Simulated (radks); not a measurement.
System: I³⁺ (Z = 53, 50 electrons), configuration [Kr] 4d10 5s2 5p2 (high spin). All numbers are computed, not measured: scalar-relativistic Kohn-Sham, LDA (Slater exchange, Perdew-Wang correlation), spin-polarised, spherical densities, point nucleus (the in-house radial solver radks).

Wanted: the number of electrons inside radius r (solid) and the radial density 4πr²ρ (dashed).

The count levels off at 50 electrons. Half of them lie within 0.375 bohr, 90 % within 1.33 bohr and 99 % within 2.74 bohr. The radial density has minima at 0.0372, 0.159 and 0.513 bohr, where the count stands at 2.0, 11.2 and 29.0; these part the shells that the density resolves.

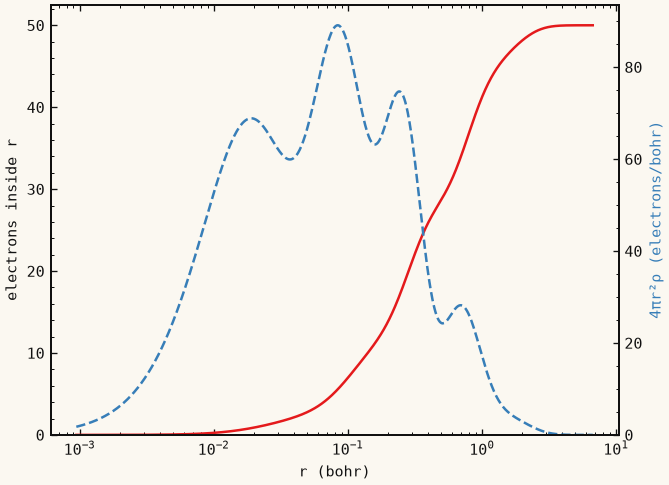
